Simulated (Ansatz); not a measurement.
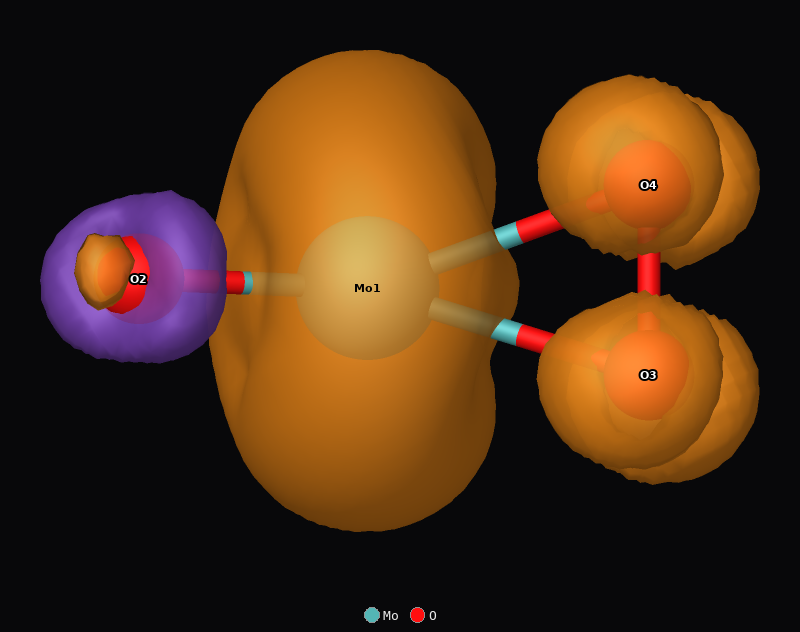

MoO3 (quintet). Isosurfaces of the spin density at +0.05 (orange) and −0.05 e/Å³ (purple), seen across its widest extent.

Geometry: r2SCAN-D4/def2-TZVP; core potentials replace the inner electrons of Mo.

These are results of Ansatz 0.2.0, UKS PBE0-D4/def2-TZVP, not measurements.

**Where is the unpaired spin?**

The unpaired spin (4 electrons) lies mostly on Mo1 (about 3.0), O3 (about 0.5) and O4 (about 0.5), in electrons by Hirshfeld's partition, with opposite, polarisation-induced spin on O2.
